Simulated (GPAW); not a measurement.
**CH4OSi (SMILES O=C[SiH3]) at HCTH407/dzp (scalar-relativistic datasets)**

We compute the charge distribution of CH4OSi. The job is set up through an ASE script.

The calculation is run with GPAW 26.7.0.

2 further runs of the same task are left out: 2 set aside as unsound or not needed. Runs told in other sessions of the task aren't counted.

### Step 1. Starting point

The species is CH4OSi (7 atoms), meant as a singlet with charge 0. As SMILES, `O=C[SiH3]`. The coordinates come from a GFN2-xTB relaxation.

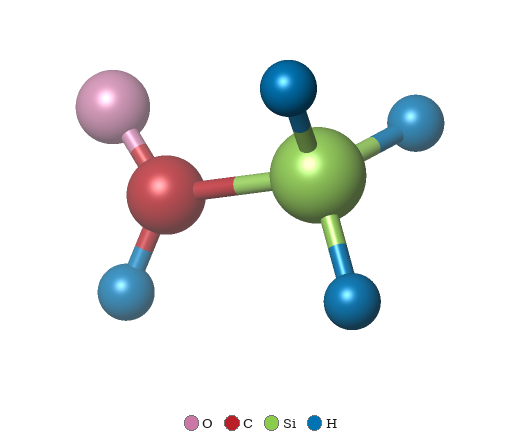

The structure, seen from a chosen angle (oxygen pink, carbon red, silicon green, hydrogen blue).

### Step 2. Energy and one-electron properties at HCTH407/dzp (scalar-relativistic datasets)

File sp.py:

```python
import numpy as np
from ase.io.zmatrix import parse_zmatrix
from ase.units import Debye
from gpaw import GPAW, setup_paths
from gpaw.analyse.hirshfeld import HirshfeldPartitioning
from gpaw.atom.configurations import parameters
from gpaw.atom.generator import Generator
from gpaw.utilities.adjust_cell import adjust_cell

zmat = """
O
C 1 r2
Si 2 r3 1 a3
H 2 r4 1 a4 3 d4
H 3 r5 2 a5 4 d5
H 3 r6 5 a6 2 d6
H 3 r7 6 a7 5 d7
"""
values = dict(r2=1.204221, r3=1.923309, a3=122.8892, r4=1.113182, a4=118.7673, d4=179.92939, r5=1.459619, a5=107.31495, d5=118.72804, r6=1.459531, a6=111.3799, d6=-117.35476, r7=1.461978, a7=111.83269, d7=125.75481)
atoms = parse_zmatrix(zmat, defs=values)
adjust_cell(atoms, 4.5, h=0.2)

for symbol in ["C", "H", "O", "Si"]:
    Generator(symbol, xcname="HCTH407", scalarrel=True, nofiles=True, txt=None).run(**parameters[symbol])
setup_paths.insert(0, ".")

calculator = GPAW(mode="lcao",
                  h=0.2,
                  basis="dzp",
                  xc="HCTH407",
                  legacy_gpaw=True,
                  occupations={"name": "fermi-dirac", "width": 0.05},
                  maxiter=100,
                  mixer={"name": "msr1", "beta": 0.4, "nmaxold": 5, "weight": 100.0},
                  txt="-")
atoms.calc = calculator

energy = atoms.get_potential_energy()
print(f"Energy = {energy:.5f} eV")
dipole = atoms.get_dipole_moment() / Debye
print(f"Dipole = {np.linalg.norm(dipole):.3f} D")
homo, lumo = calculator.get_homo_lumo()
print(f"HOMO: {homo:.3f} eV")
print(f"LUMO: {lumo:.3f} eV")
print(f"Gap: {lumo - homo:.3f} eV")
hirshfeld = HirshfeldPartitioning(calculator)
charges = hirshfeld.get_charges()
volumes = hirshfeld.get_effective_volume_ratios()
for symbol, q, v in zip(atoms.symbols, charges, volumes):
    print(f'{symbol:2} charge {q:7.3f}  volume ratio {v:6.3f}')
```

Run with:

```bash
$ OMP_NUM_THREADS=1 python sp.py
```

Log:

```text
[...]
    cutoffs:
[...]
  Total Charge: 0.000000
[...]
Number of atoms: 7
[...]
Number of bands in calculation: 15
Number of valence electrons: 18
[...]
iter:   1 hh:mm:ss   -33.359612        c
[...]
iter:  10 hh:mm:ss   -31.856976c       c -4.24c
Converged after 10 iterations.
Dipole moment: (0.373320, 0.062743, 0.000224) |e|*Ang
Energy contributions relative to reference atoms: (reference = -11013.135335)
Kinetic:        +34.699512
Potential:      -35.907635
External:        +0.000000
XC:             -31.054335
Entropy (-ST):   -0.000000
Local:           +0.405482
SIC:             +0.000000
--------------------------
Free energy:    -31.856976
Extrapolated:   -31.856976
 Band  Eigenvalues  Occupancy
    0    -26.87087    2.00000
    1    -15.65746    2.00000
    2    -13.44086    2.00000
    3    -11.27036    2.00000
    4    -10.19308    2.00000
    5    -10.17068    2.00000
    6     -8.95955    2.00000
    7     -8.89750    2.00000
    8     -5.61073    2.00000
    9     -2.69337    0.00000
   10     -0.04312    0.00000
   11      0.87186    0.00000
   12      1.58549    0.00000
   13      1.72259    0.00000
[...]
Fermi level: -4.33135
Gap: 2.917 eV
Transition (v -> c):
[...]
Gap: 2.917 eV
[...]
C  charge   0.053  volume ratio  0.869
Si charge   0.311  volume ratio  0.792
H  charge   0.020  volume ratio  0.710
H  charge  -0.061  volume ratio  0.742
H  charge  -0.061  volume ratio  0.742
H  charge  -0.072  volume ratio  0.749
```

Wall time 15 s (1 thread of Arm Neoverse V1, shared host); peak memory 0.6 GiB.

Atomic charges (e):

| atom | Hirshfeld |
| --- | --- |
| O1 | -0.191 |
| C2 | +0.053 |
| Si3 | +0.311 |
| H4 | +0.020 |
| H5 | -0.061 |
| H6 | -0.061 |
| H7 | -0.072 |

### Step 3. Summary of results

At HCTH407/dzp (scalar-relativistic datasets):

| quantity | value |
| --- | --- |
| energy as printed (from the program's reference atoms) | -31.8570 eV |
| dipole moment | 1.82 D |
| HOMO energy | -5.61 eV |
| LUMO energy | -2.69 eV |
| HOMO–LUMO gap | 2.92 eV |
